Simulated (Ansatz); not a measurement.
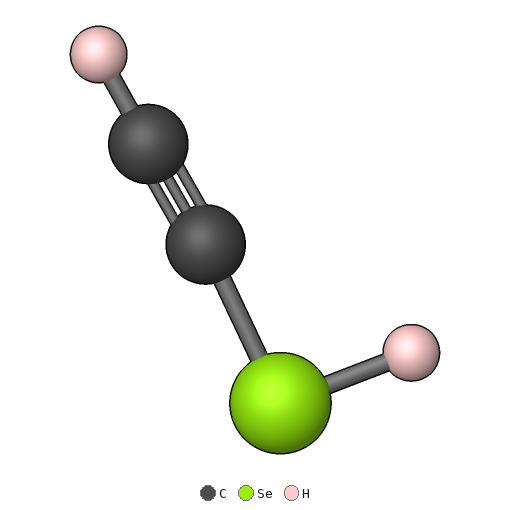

Rendered structure (ball-and-stick style). Double and triple bonds are drawn as two and three sticks.

Computed geometry: PBE0-D4/def2-TZVP optimisation. No frequency run is at hand to confirm it as a minimum.

Description:

It has 5 atoms: 2 carbon, 2 hydrogen and 1 selenium (C2H2Se). As SMILES it reads `C#C[SeH]`. Among its groups: alkyne. All atoms lie on one plane. Coordination: 2 C linear; 1 Se bent.

The parts below concern this one geometry. Atoms keep their numbers from picture to picture.

### Geometry

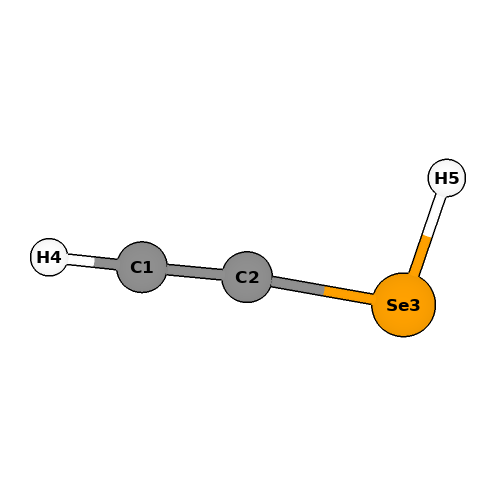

No frequency run is at hand to confirm it as a minimum.

List the bonds and their lengths.

```tsv
bond	length (Å)	order
C1–C2	1.203	triple
C1–H4	1.065	single
C2–Se3	1.823	single
Se3–H5	1.472	single
```

### Dipole moment

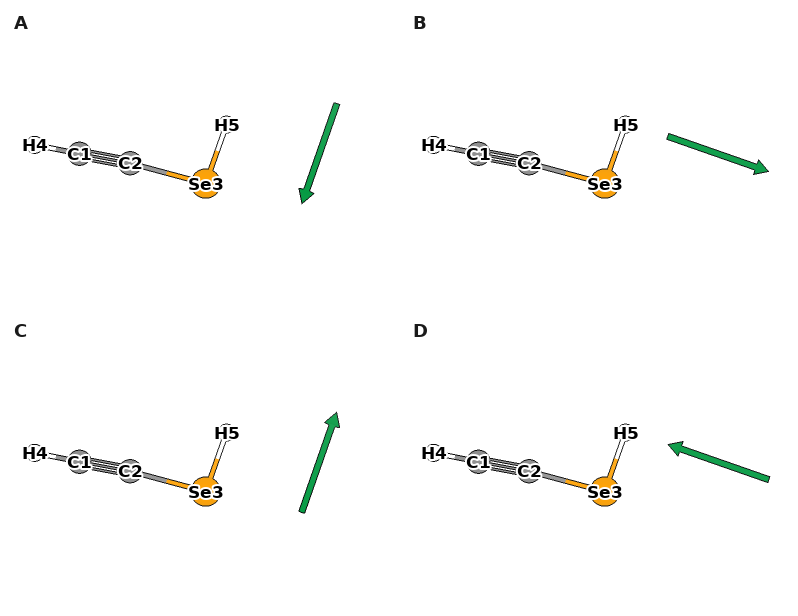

The same molecule four times, each with an arrow. No frequency run is at hand to confirm it as a minimum. Properties computed with RKS PBE0-D4/def2-TZVP (Ansatz 0.2.0).

Question: Which arrow points along the dipole moment, from the negative to the positive end?

Answer: C. The dipole moment is 0.60 D; it points from the side of H4 to the side of H5 (the outermost atoms at the two ends).

### Electronic properties

No frequency run is at hand to confirm it as a minimum. Level of theory: RKS PBE0-D4/def2-TZVPP (Ansatz 0.2.0).

Question: Give the HOMO–LUMO gap at this level.

Answer: 6.34 eV.

Question: What is the HOMO energy (Kohn–Sham orbital)?

Answer: −6.81 eV.

### Charges

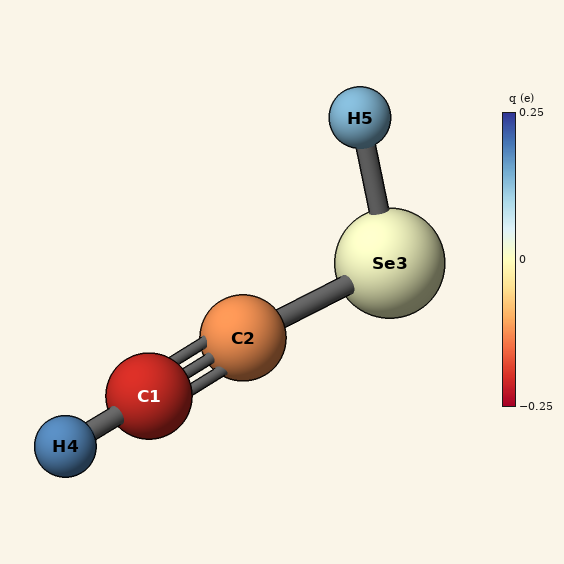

Atoms are coloured by their Mulliken charges. No frequency run is at hand to confirm it as a minimum. Method: RKS PBE0-D4/def2-TZVP (Ansatz 0.2.0).

Give the Mulliken charges atom by atom.

```
atom  value (e)
  C1      −0.20
  C2      −0.12
 Se3       0.01
  H4       0.18
  H5       0.13
```

Mulliken values depend strongly on the basis set and can even reverse the polarity of a bond.
